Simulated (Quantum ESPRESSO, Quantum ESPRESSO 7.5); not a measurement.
## Pb(110): thickness series by an ASE script

Wanted: a thickness series of Pb(110), driven from Python.

Calculated with Quantum ESPRESSO 7.5; plane-wave DFT, PBE, GBRV ultrasoft pseudopotentials.

### Step 1. Starting point

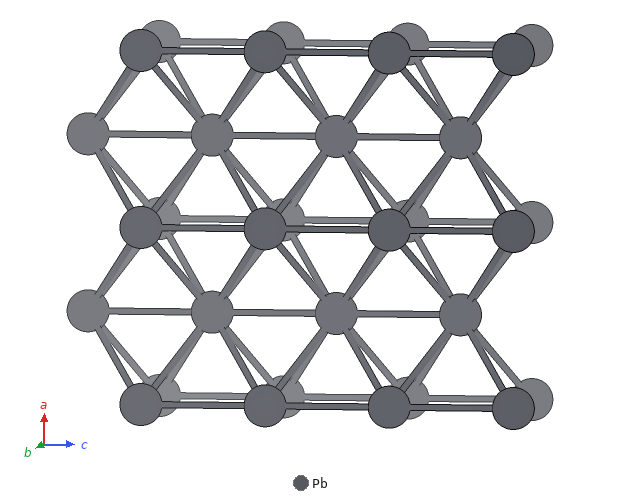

Start, viewed from the side, with the c axis across the page; lead dark grey. 2×1×1 cells are drawn. Some periodic images of atoms are drawn too.

The cell holds 8 atoms: 8 Pb. Cell: a = 4.950 Å, b = 3.500 Å, c = 27.251 Å, α = 90.0°, β = 90.0°, γ = 90.0°. It derives from Pb. Vacuum lies along c.

As a file:

```cif
data_structure
_symmetry_space_group_name_H-M 'P 1'
_symmetry_Int_Tables_number 1
_cell_length_a 4.9500
_cell_length_b 3.5002
_cell_length_c 27.2506
_cell_angle_alpha 90.000
_cell_angle_beta 90.000
_cell_angle_gamma 90.000
_cell_volume 472.14
loop_
_atom_site_label
_atom_site_type_symbol
_atom_site_fract_x
_atom_site_fract_y
_atom_site_fract_z
_atom_site_occupancy
Pb1 Pb 0.50000 0.50000 0.27522 1
Pb2 Pb 0.00000 0.00000 0.33945 1
Pb3 Pb 0.50000 0.50000 0.40367 1
Pb4 Pb 0.00000 0.00000 0.46789 1
Pb5 Pb 0.50000 0.50000 0.53211 1
Pb6 Pb 0.00000 0.00000 0.59633 1
Pb7 Pb 0.50000 0.50000 0.66055 1
Pb8 Pb 0.00000 0.00000 0.72478 1
```

### Step 2. Running the series

ASE writes the inputs, starts pw.x and reads the results. Under ESM bc1 the zero of energy of a symmetric slab is the vacuum, so the work function is minus the Fermi level.

Contents of run.py:

```python
import json
import numpy as np
from ase.build import fcc110
from ase.calculators.espresso import Espresso, EspressoProfile

profile = EspressoProfile(command='mpirun -n 4 pw.x -nk 4', pseudo_dir='../pseudo')
pseudopotentials = {'Pb': 'pb_pbe_v1.uspp.F.UPF'}
system = {'ecutwfc': 40, 'ecutrho': 200, 'occupations': 'smearing', 'smearing': 'mv', 'degauss': 0.02}


def calculator(name, kpts, **extra):
    data = dict(control=dict(tprnfor=True, verbosity='high', disk_io='none'),
                system=system | extra,
                electrons=dict(conv_thr=1e-07, mixing_beta=0.4, mixing_mode='local-TF',
                               electron_maxstep=100))
    return Espresso(profile=profile, directory=name, pseudopotentials=pseudopotentials, kpts=kpts, input_data=data)


def centre(atoms):
    z = atoms.positions[:, 2]
    atoms.positions[:, 2] -= (z.max() + z.min()) / 2  # ESM wants the slab about z = 0
    return atoms


rows = []
for n in [3, 4, 5, 6, 7, 8]:
    slab = centre(fcc110('Pb', size=(1, 1, n), a=4.95, vacuum=7.5, periodic=True))
    slab.set_initial_magnetic_moments([0.0] * n)
    slab.calc = calculator(f'n{n}', (6, 8, 1), assume_isolated='esm', esm_bc='bc1')
    energy = slab.get_potential_energy()
    work = -slab.calc.get_fermi_level()
    force = slab.get_forces()[-1, 2]
    rows.append([n, energy, work, force])
    print(f'{n} layers: E = {energy:.5f} eV, work function {work:.3f} eV, force on the top atom {force:+.3f} eV/A')

n, energy = np.array(rows)[:, :2].T
slope, offset = np.polyfit(n[1:], energy[1:], 1)
area = np.linalg.norm(np.cross(*slab.cell[:2]))
gamma = offset / (2 * area) * 16.0218
print(f'bulk energy from the slope {slope:.5f} eV an atom; unrelaxed surface energy {gamma:.3f} J/m^2')
json.dump(dict(rows=rows, slope=slope, gamma=gamma), open('result.json', 'w'))
```

Started as:

```bash
OMP_NUM_THREADS=1 python run.py
```

Log:

```text
3 layers: E = -6699.63799 eV, work function 3.615 eV, force on the top atom -0.545 eV/A
4 layers: E = -8933.08615 eV, work function 3.478 eV, force on the top atom -0.456 eV/A
5 layers: E = -11166.59544 eV, work function 3.629 eV, force on the top atom -0.238 eV/A
6 layers: E = -13400.00903 eV, work function 3.762 eV, force on the top atom -0.187 eV/A
7 layers: E = -15633.45555 eV, work function 3.677 eV, force on the top atom -0.249 eV/A
8 layers: E = -17866.97594 eV, work function 3.621 eV, force on the top atom -0.288 eV/A
bulk energy from the slope -2233.46397 eV an atom; unrelaxed surface energy 0.351 J/m^2
```

The job ended after 19 min (4 MPI ranks of Arm Neoverse V2, shared host; peak memory 1.6 GiB; 74 min of CPU time).

The input that ASE wrote for the first run, and its log:

```
&CONTROL
   verbosity        = 'high'
   tprnfor          = .true.
   disk_io          = 'none'
   pseudo_dir       = '../pseudo'
/
&SYSTEM
   ecutwfc          = 40
   ecutrho          = 200
   occupations      = 'smearing'
   degauss          = 0.02
   smearing         = 'mv'
   assume_isolated  = 'esm'
   esm_bc           = 'bc1'
   ntyp             = 1
   nat              = 3
   ibrav            = 0
/
&ELECTRONS
   electron_maxstep = 100
   conv_thr         = 1e-07
   mixing_mode      = 'local-TF'
   mixing_beta      = 0.4
/
&IONS
/
&CELL
/
&FCP
/
&RISM
/
ATOMIC_SPECIES
Pb 207.2 pb_pbe_v1.uspp.F.UPF

K_POINTS automatic
6 8 1  0 0 0

CELL_PARAMETERS angstrom
4.95000000000000 0.00000000000000 0.00000000000000
0.00000000000000 3.50017856687341 0.00000000000000
0.00000000000000 0.00000000000000 18.50017856687341

ATOMIC_POSITIONS angstrom
Pb 0.0000000000 0.0000000000 -1.7500892834  
Pb 2.4750000000 1.7500892834 0.0000000000  
Pb 0.0000000000 0.0000000000 1.7500892834
```

```text
Program PWSCF v.7.5 starts
[citation notice left out]

     Parallel version (MPI & OpenMP), running on       4 processor cores
     Number of MPI processes:                 4
     Threads/MPI process:                     1

     MPI processes distributed on     1 nodes
[... 1 line left out ...]

Warning: card &CELL ignored
Warning: card &FCP ignored
Warning: card &RISM ignored

     Current dimensions of program PWSCF are:
     Max number of different atomic species (ntypx) = 10
     Max number of k-points (npk) =  40000
     Max angular momentum in pseudopotentials (lmaxx) =  4
     Message from routine setup:
     using ibrav=0 with symmetry is DISCOURAGED, use correct ibrav instead

     K-points division:     npool     =       4
     Subspace diagonalization in iterative solution of the eigenvalue problem:
     a serial algorithm will be used

     G-vector sticks info
     --------------------
     sticks:   dense  smooth     PW     G-vecs:    dense   smooth      PW
     Sum         983     791    235               103275    73871   12059

     Using Slab Decomposition

     bravais-lattice index     =            0
     lattice parameter (alat)  =       9.3541  a.u.
     unit-cell volume          =    2163.0568 (a.u.)^3
     number of atoms/cell      =            3
     number of atomic types    =            1
     number of electrons       =        42.00
     number of Kohn-Sham states=           25
     kinetic-energy cutoff     =      40.0000  Ry
     charge density cutoff     =     200.0000  Ry
     scf convergence threshold =      1.0E-07
     mixing beta               =       0.4000
     number of iterations used =            8  local-TF  mixing
     Exchange-correlation= SLA  PW   PBE  PBE
                           (   1   4   3   4   0   0   0)

     Effective Screening Medium Method
     =================================
     Boundary Conditions: Vacuum-Slab-Vacuum
     total charge in unit cell        =   0.0000
     grid points for fit at edges     =        4

[... 10 lines left out ...]
     PseudoPot. # 1 for Pb read from file:
     ../pseudo/pb_pbe_v1.uspp.F.UPF
     Pseudo is Ultrasoft + core correction, Zval = 14.0
     Generated by new atomic code, or converted to UPF format
     Using radial grid of  899 points,  6 beta functions with:
                l(1) =   0
                l(2) =   0
                l(3) =   1
                l(4) =   1
                l(5) =   2
                l(6) =   2
     Q(r) pseudized with  6 coefficients,  rinner =    1.000   1.000   1.000
                                                       1.000   1.000

     atomic species   valence    mass     pseudopotential
     Pb               14.00   207.20000     Pb( 1.00)

      8 Sym. Ops., with inversion, found

                                    s                        frac. trans.

      isym =  1     identity

 cryst.   s( 1) = (     1          0          0      )
[... 402 lines left out ...]
   -20.5584 -20.5337 -20.5151 -20.3748 -20.3516 -20.3422 -20.3042 -14.3404
   -12.2971 -10.4828  -5.6760  -4.6817  -3.5582  -2.9646  -2.2261  -0.6109
    -0.4498

     occupation numbers
     1.0000   1.0000   1.0000   1.0000   1.0000   1.0000   1.0000   1.0000
     1.0000   1.0000   1.0000   1.0000   1.0000   1.0000   1.0000   1.0000
     1.0000   1.0000   1.0000   1.0000   0.2696   0.0000   0.0000   0.0000
     0.0000

[... 190 lines left out ...]

     the Fermi energy is    -3.6153 ev

!    total energy              =    -492.41435270 Ry
     estimated scf accuracy    <       0.00000002 Ry
     smearing contrib. (-TS)   =      -0.00143092 Ry
     internal energy E=F+TS    =    -492.41292178 Ry

     The total energy is F=E-TS. E is the sum of the following terms:
     one-electron contribution =    1050.95786526 Ry
     hartree contribution      =    -516.12982534 Ry
     xc contribution           =    -189.97026015 Ry
     ewald contribution        =    -837.27070155 Ry

     convergence has been achieved in  13 iterations

     negative rho (up, down):  5.011E-02 0.000E+00

     Forces acting on atoms (cartesian axes, Ry/au):

     atom    1 type  1   force =     0.00000000    0.00000000    0.02120118
     atom    2 type  1   force =     0.00000000    0.00000000    0.00000000
     atom    3 type  1   force =     0.00000000    0.00000000   -0.02120118
     The non-local contrib.  to forces
     atom    1 type  1   force =     0.00000000    0.00000000    0.17416856
     atom    2 type  1   force =     0.00000000    0.00000000    0.00000000
     atom    3 type  1   force =     0.00000000    0.00000000   -0.17416856
     The ionic contribution  to forces
     atom    1 type  1   force =    -0.00000000   -0.00000000  -72.35772221
     atom    2 type  1   force =     0.00000000    0.00000000   -0.00000000
     atom    3 type  1   force =    -0.00000000   -0.00000000   72.35772221
     The local contribution  to forces
     atom    1 type  1   force =     0.00000000    0.00000000   72.20069587
     atom    2 type  1   force =     0.00000000    0.00000000    0.00000979
     atom    3 type  1   force =    -0.00000000   -0.00000000  -72.20067629
     The core correction contribution to forces
     atom    1 type  1   force =    -0.00000000    0.00000000    0.00388791
     atom    2 type  1   force =    -0.00000000    0.00000000    0.00000000
     atom    3 type  1   force =    -0.00000000    0.00000000   -0.00388791
     The Hubbard contrib.    to forces
     atom    1 type  1   force =     0.00000000    0.00000000    0.00000000
     atom    2 type  1   force =     0.00000000    0.00000000    0.00000000
     atom    3 type  1   force =     0.00000000    0.00000000    0.00000000
     The SCF correction term to forces
     atom    1 type  1   force =     0.00000001   -0.00000001    0.00018085
     atom    2 type  1   force =    -0.00000001   -0.00000000    0.00000001
     atom    3 type  1   force =    -0.00000000   -0.00000000   -0.00018083

     Total force =     0.029983     Total SCF correction =     0.000256
     Message from routine punch:
     Nothing written, as per user request (disk_io='none')

[... 1 line left out ...]

[... 1 line left out ...]

[... 1 line left out ...]

[... 3 lines left out ...]

[... 1 line left out ...]

[... 2 lines left out ...]

[... 1 line left out ...]

[... 1 line left out ...]

=------------------------------------------------------------------------------=
   JOB DONE.
=------------------------------------------------------------------------------=
```

Read from the output:

```
surface energy                     : 0.3511 J/m²
work function of the thickest slab : 3.621 eV
```

Table of work function by layers:

```csv
layers,work function (eV)
3.00,3.62
4.00,3.48
5.00,3.63
6.00,3.76
7.00,3.68
8.00,3.62
```

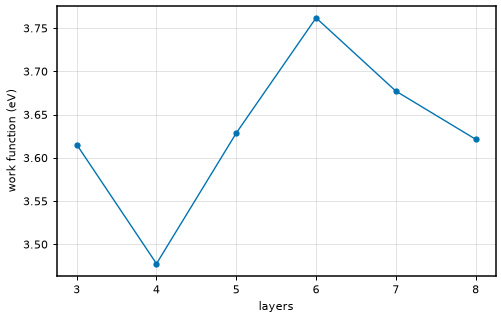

Work function against layers.

Table of force on the top atom along the normal by layers:

```csv
layers,force on the top atom along the normal (eV/Å)
3.00,-0.545
4.00,-0.456
5.00,-0.238
6.00,-0.187
7.00,-0.249
8.00,-0.288
```

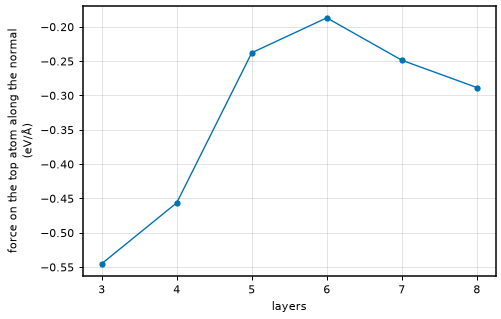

Force on the top atom along the normal, plotted against layers.

The energy less the bulk line's slope by layers:

```csv
layers,energy less the bulk line's slope (meV)
3.00,754
4.00,770
5.00,724
6.00,775
7.00,792
8.00,736
```

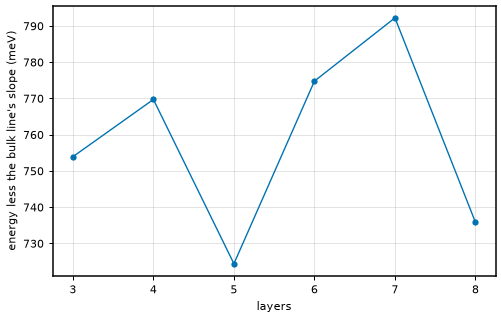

Energy less the bulk line's slope, plotted against layers.

### Step 3. The script: PBE, SG15 norm-conserving

Level of this step: plane-wave DFT, PBE, SG15 norm-conserving pseudopotentials (Quantum ESPRESSO 7.5).

run.py, as its differences from the input of step 2:

```diff
@@ -6,4 +6,4 @@
 profile = EspressoProfile(command='mpirun -n 4 pw.x -nk 4', pseudo_dir='../pseudo')
-pseudopotentials = {'Pb': 'pb_pbe_v1.uspp.F.UPF'}
-system = {'ecutwfc': 40, 'ecutrho': 200, 'occupations': 'smearing', 'smearing': 'mv', 'degauss': 0.02}
+pseudopotentials = {'Pb': 'Pb_ONCV_PBE-1.2.upf'}
+system = {'ecutwfc': 60, 'ecutrho': 240, 'occupations': 'smearing', 'smearing': 'mv', 'degauss': 0.02}
```

Started as:

```bash
OMP_NUM_THREADS=1 python run.py
```

Log:

```text
3 layers: E = -4607.30687 eV, work function 3.613 eV, force on the top atom -0.516 eV/A
4 layers: E = -6143.31280 eV, work function 3.478 eV, force on the top atom -0.427 eV/A
5 layers: E = -7679.38024 eV, work function 3.630 eV, force on the top atom -0.235 eV/A
6 layers: E = -9215.35144 eV, work function 3.761 eV, force on the top atom -0.160 eV/A
7 layers: E = -10751.35530 eV, work function 3.676 eV, force on the top atom -0.231 eV/A
8 layers: E = -12287.43290 eV, work function 3.622 eV, force on the top atom -0.274 eV/A
bulk energy from the slope -1536.02153 eV an atom; unrelaxed surface energy 0.353 J/m^2
```

The job ended after 44 min (4 MPI ranks; peak memory 2.1 GiB; 3 h of CPU time).

Numbers from this step:

| Item | Value |
| --- | --- |
| surface energy | 0.3526 J/m² |
| work function of the thickest slab | 3.622 eV |

Work function against layers:

```csv
layers,work function (eV)
3.00,3.61
4.00,3.48
5.00,3.63
6.00,3.76
7.00,3.68
8.00,3.62
```

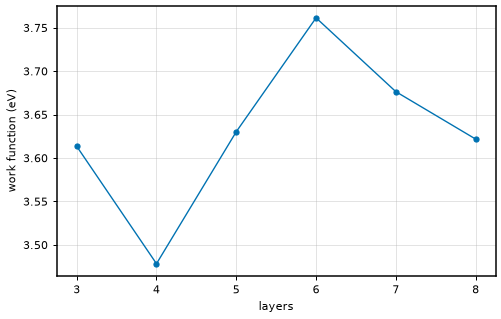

Work function against layers.

Table of force on the top atom along the normal by layers:

```csv
layers,force on the top atom along the normal (eV/Å)
3.00,-0.516
4.00,-0.427
5.00,-0.235
6.00,-0.160
7.00,-0.231
8.00,-0.274
```

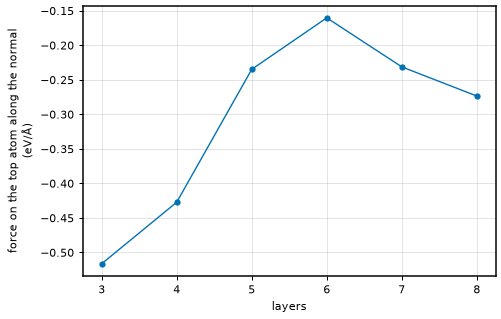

Force on the top atom along the normal against layers.

Energy less the bulk line's slope against layers:

```csv
layers,energy less the bulk line's slope (meV)
3.00,758
4.00,773
5.00,727
6.00,778
7.00,795
8.00,739
```

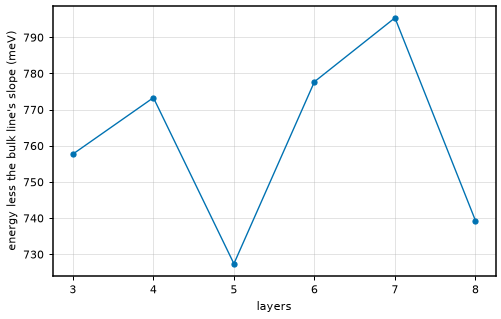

Energy less the bulk line's slope, plotted against layers.

### Step 4. Running the series, with ecutrho = 20

Another try, with an input changed as a hurried user might.

Level of this step: plane-wave DFT, PBE, GBRV ultrasoft pseudopotentials (Quantum ESPRESSO 7.5).

run.py, as its differences from the input of step 2:

```diff
@@ -7,3 +7,3 @@
 pseudopotentials = {'Pb': 'pb_pbe_v1.uspp.F.UPF'}
-system = {'ecutwfc': 40, 'ecutrho': 200, 'occupations': 'smearing', 'smearing': 'mv', 'degauss': 0.02}
+system = {'ecutwfc': 40, 'ecutrho': 20, 'occupations': 'smearing', 'smearing': 'mv', 'degauss': 0.02}
 
@@ -14,3 +14,3 @@
                 electrons=dict(conv_thr=1e-07, mixing_beta=0.4, mixing_mode='local-TF',
-                               electron_maxstep=100))
+                               electron_maxstep=60))
     return Espresso(profile=profile, directory=name, pseudopotentials=pseudopotentials, kpts=kpts, input_data=data)
@@ -25,3 +25,3 @@
 rows = []
-for n in [3, 4, 5, 6, 7, 8]:
+for n in [3, 4, 5]:
     slab = centre(fcc110('Pb', size=(1, 1, n), a=4.95, vacuum=7.5, periodic=True))
```

Started as:

```bash
OMP_NUM_THREADS=1 python run.py
```

Log:

```text
subprocess.CalledProcessError: the calculator's command failed
```

Wall time 2 s (4 MPI ranks); peak memory 0.33 GiB.

The input that ASE wrote for the run that failed, and its log:

```
&CONTROL
   verbosity        = 'high'
   tprnfor          = .true.
   disk_io          = 'none'
   pseudo_dir       = '../pseudo'
/
&SYSTEM
   ecutwfc          = 40
   ecutrho          = 20
   occupations      = 'smearing'
   degauss          = 0.02
   smearing         = 'mv'
   assume_isolated  = 'esm'
   esm_bc           = 'bc1'
   ntyp             = 1
   nat              = 3
   ibrav            = 0
/
&ELECTRONS
   electron_maxstep = 60
   conv_thr         = 1e-07
   mixing_mode      = 'local-TF'
   mixing_beta      = 0.4
/
&IONS
/
&CELL
/
&FCP
/
&RISM
/
ATOMIC_SPECIES
Pb 207.2 pb_pbe_v1.uspp.F.UPF

K_POINTS automatic
6 8 1  0 0 0

CELL_PARAMETERS angstrom
4.95000000000000 0.00000000000000 0.00000000000000
0.00000000000000 3.50017856687341 0.00000000000000
0.00000000000000 0.00000000000000 18.50017856687341

ATOMIC_POSITIONS angstrom
Pb 0.0000000000 0.0000000000 -1.7500892834  
Pb 2.4750000000 1.7500892834 0.0000000000  
Pb 0.0000000000 0.0000000000 1.7500892834
```

```text
Program PWSCF v.7.5 starts
[citation notice left out]

     Parallel version (MPI & OpenMP), running on       4 processor cores
     Number of MPI processes:                 4
     Threads/MPI process:                     1

     MPI processes distributed on     1 nodes
[... 1 line left out ...]

Warning: card &CELL ignored
Warning: card &FCP ignored
Warning: card &RISM ignored

     Current dimensions of program PWSCF are:
     Max number of different atomic species (ntypx) = 10
     Max number of k-points (npk) =  40000
     Max angular momentum in pseudopotentials (lmaxx) =  4

 %%%%%%%%%%%%%%%%%%%%%%%%%%%%%%%%%%%%%%%%%%%%%%%%%%%%%%%%%%%%%%%%%%%%%%%%%%%%%%
     Error in routine set_cutoff (1):
     ecutrho <= ecutwfc?!?
 %%%%%%%%%%%%%%%%%%%%%%%%%%%%%%%%%%%%%%%%%%%%%%%%%%%%%%%%%%%%%%%%%%%%%%%%%%%%%%

     stopping ...
```

The program refused the input before any cycle.

The fault put into the input: a density cutoff under four times the waves' (ecutrho = 20).

ecutrho can't lie under ecutwfc; four times for norm-conserving files and more for ultrasoft ones is the rule.

### Step 5. A check by hand

γ = (E_N − N e_bulk)/(2A). The excess of the thickest slab is 0.736 eV and A = 17.326 Å²: 0.736/(2 × 17.326) × 16.02 = 0.34 J/m² (1 eV/Å² = 16.02 J/m²); the fit's intercept gives 0.35.

### Step 6. What came out

```yaml
work_function_of_the_thickest_slab_pbe_gbrv_ultrasoft: 3.62 eV
unrelaxed_surface_energy_pbe_gbrv_ultrasoft: 0.35 J/m²
work_function_of_the_thickest_slab_pbe_sg15_norm_conserving: 3.62 eV
unrelaxed_surface_energy_pbe_sg15_norm_conserving: 0.35 J/m²
```

In words: The thickest slab gives a work function of 3.62 eV and the series an unrelaxed surface energy of 0.35 J/m² (PBE, GBRV ultrasoft). The work function swings by 0.28 eV over 3 to 8 layers and by 0.06 eV over the last step; confined states crossing the Fermi level and the finite mesh both contribute. So 8 layers don't yet hold the work function to 0.05 eV on this mesh. The force on the top atom of the thickest slab points inwards (0.29 eV/Å). The slabs are cut from the bulk at the tabulated lattice constant and not relaxed; the surface energy comes from a straight line through the energies of all but the thinnest slab. Spin-orbit coupling is left out; depending on the atoms that carry the levels of interest, it can split and shift them by tenths of an eV to an eV or more.

[Logs are printed without paths, hosts, clocks, repeated set-up lines and the standing remarks that a program may print on its own settings, such as how far it seeks lower states.]

[Hosts, paths, dates, database ids (printed as entryN), source tags and the programs' standing remarks are cut or masked in the printed files.]

[Maps of the electrostatic potential energy from Ansatz leave out the sawtooth potential of an applied field or a dipole correction, so their vacuum need not be flat; planar profiles and work functions include it.]
